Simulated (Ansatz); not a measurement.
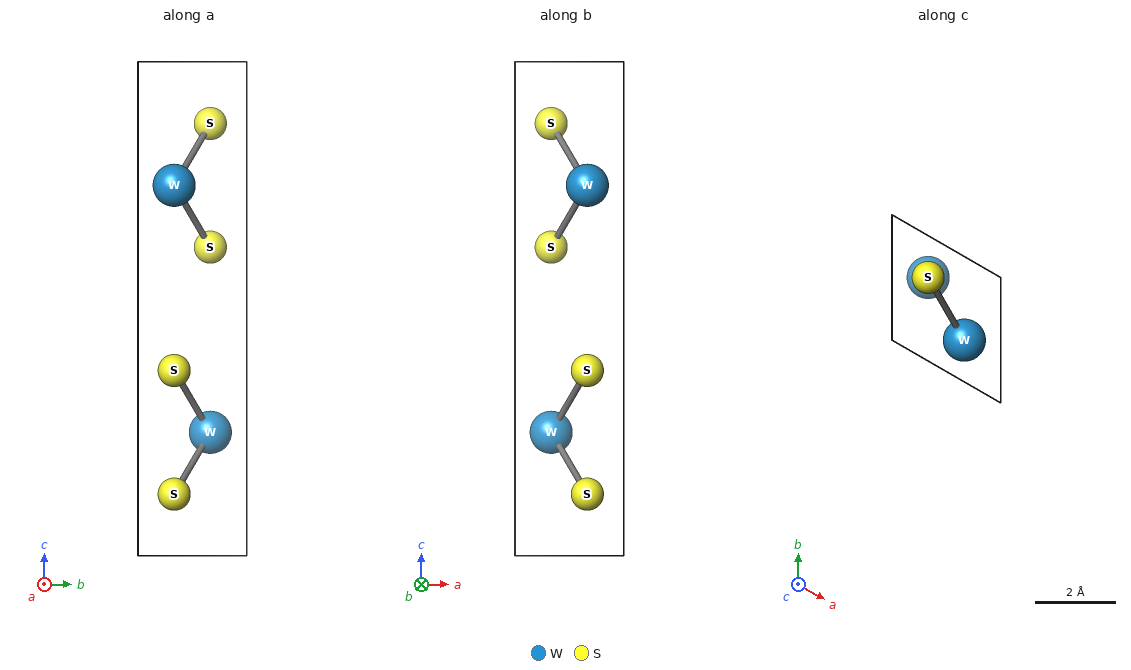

The crystal in a ball-and-stick representation, seen along the a axis, along the b axis and along the c axis. The outline marks the conventional unit cell.

Lattice parameters: a = 3.1699 Å, b = 3.1699 Å, c = 12.4911 Å, α = 90.000°, β = 90.000°, γ = 120.000°.

Put the structure into a CIF with its space group and independent sites.

Answer.
```cif
data_structure
_symmetry_space_group_name_H-M 'P 63/m m c'
_symmetry_Int_Tables_number 194
_cell_length_a 3.1699
_cell_length_b 3.1699
_cell_length_c 12.4911
_cell_angle_alpha 90.000
_cell_angle_beta 90.000
_cell_angle_gamma 120.000
_cell_volume 108.70
loop_
_atom_site_label
_atom_site_type_symbol
_atom_site_symmetry_multiplicity
_atom_site_Wyckoff_symbol
_atom_site_fract_x
_atom_site_fract_y
_atom_site_fract_z
_atom_site_occupancy
W1 W 2 c 0.3333 0.6667 0.2500 1
S1 S 4 f 0.6667 0.3333 0.3751 1
```

It goes back to a structure type filled with these elements by a generator (whether the compound takes this form wasn't checked). Earlier steps of the study may have refined or changed the cell and positions. An electronic-structure calculation with Ansatz was run on it.

At this level of theory the cell isn't at rest (stretched, at -6 GPa and forces up to 0.6 eV/Å), so its distances can differ from those at equilibrium, the more so the softer the solid.
